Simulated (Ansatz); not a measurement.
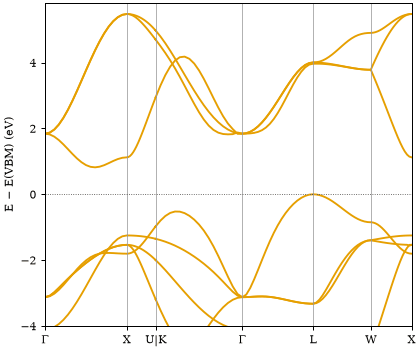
Fig. 1. Band structure from PBE in the plane-wave PAW code Ansatz

Task: Read off the gap and where the band edges lie.

Result: About 0.8 eV (0.82 eV by a search for the band edges); maximum at L, minimum on the Γ–X line, 60 % of the way from Γ.

The material is TeO$_{2}$ (fluorite, space group No. 225).

Space group Fm-3m (fluorite). The cell is a constructed one: a structure type filled with these elements; neither database checked (COD, Materials Project) lists it. COD files the formula under space group No. 19, 61, 92, 136, so this cell is another polymorph or a model. Its standing as an ambient phase is unchecked. The PBE relaxation kept the symmetry of its start; its stability against distortions is not shown here. Spin–orbit coupling is left out wherever it is not named.

Potentials: the later of the program's two PAW sets.
